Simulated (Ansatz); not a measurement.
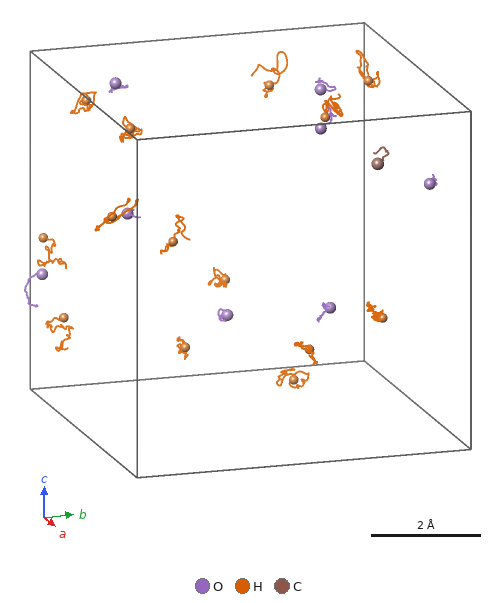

First-principles dynamics of a periodic cell with 6 H2O + 1 HCOOH at 0.957 g/cm³, 150 fs long. Lines trace each atom's path, in the colour of its element; spheres stand at the starting positions. Seen slightly off an axis in the simulation cell.

Computed with DFT PBE-D3(BJ), scalar-relativistic, plane waves, PAW (Ansatz 0.2.0). Set-up: plane-wave cutoff 420 eV; k-point mesh 1 × 1 × 1; Fermi-Dirac smearing 0.05 eV; low-accuracy preset; Langevin thermostat (NVT); set temperature 350 K; time step 0.5 fs; friction 0.02 per fs.

Input
```yaml
accuracy: low
crystal:
  lattice:
    - [6.441688, 0.0, 0.0]
    - [0.0, 6.441688, 0.0]
    - [0.0, 0.0, 6.441688]
  atoms:
    - { symbol: O, position: [0.55164847, 0.11466752, 0.65452513] }
    - { symbol: H, position: [0.67601162, 0.02880088, 0.68555377] }
    - { symbol: H, position: [0.6114734, 0.23194095, 0.57756954] }
    - { symbol: O, position: [0.03085635, 1.02559986, 0.34614605] }
    - { symbol: H, position: [0.1377666, 1.05614677, 0.24324227] }
    - { symbol: H, position: [0.10752985, 1.00446963, 0.47578933] }
    - { symbol: O, position: [0.27096455, 0.50328747, 0.24853823] }
    - { symbol: H, position: [0.13659726, 0.53981545, 0.31487814] }
    - { symbol: H, position: [0.23860664, 0.38748844, 0.15415618] }
    - { symbol: O, position: [0.83799699, 0.62997898, 0.4079285] }
    - { symbol: H, position: [0.87645378, 0.77502409, 0.37570642] }
    - { symbol: H, position: [0.77963549, 0.58662017, 0.27314576] }
    - { symbol: O, position: [0.45019208, 0.72520085, 0.94403247] }
    - { symbol: H, position: [0.42814149, 0.87521398, 0.95123645] }
    - { symbol: H, position: [0.38673424, 0.66530078, 1.07365958] }
    - { symbol: O, position: [0.24692795, 0.17600919, 0.95538472] }
    - { symbol: H, position: [0.12617705, 0.12686009, 0.8769999] }
    - { symbol: H, position: [0.35853944, 0.18464624, 0.85035623] }
    - { symbol: O, position: [0.8290981, 0.60480846, 0.93786067] }
    - { symbol: C, position: [0.96677008, 0.73148506, 0.85860673] }
    - { symbol: O, position: [0.92768725, 0.89962409, 0.77541572] }
    - { symbol: H, position: [0.68006773, 0.66585784, 0.92691128] }
    - { symbol: H, position: [1.12914329, 0.67442091, 0.87700592] }
basis:
  ecutwfc: 420.0
kpoints:
  mp_grid: { grid: [1, 1, 1] }
hamiltonian:
  xc: pbe
  dispersion: d3bj
scf:
  occupations: { method: fermi_dirac, width: 0.05 }
  lower_state_search: "off"
md:
  timestep: 0.5
  n_steps: 300
  ensemble: nvt_langevin
  temperature: 350.0
  initial_velocities: maxwell_boltzmann
  seed: 327543
  friction: 0.02
```

Command:
```bash
ansatz run input.yaml --threads 1 --pin off --max-ram 3072MiB --backend cpu --events-out ev --progress --plain --runs-dir out
```

How do the atoms move?

Answer. In the second half of the run the atoms are, in the root-mean-square, this far from where they began (common drift taken out): H 0.38 Å, O 0.35 Å, C 0.31 Å. The heavy atoms stay within a fraction of a molecule's size of their starting places; so short a run doesn't tell a liquid from a solid. Bond changes: one H–O bond forms at about 127 fs. Over the second half the temperature averages 354 K (spread ±40 K). The potential energy in the second half lies on average 29.9 meV per atom above the first frame.

Limits of the set-up: the program's low-accuracy preset was used; the periodic images lie only 6.4 Å apart, so the values are limited by the cell's size.
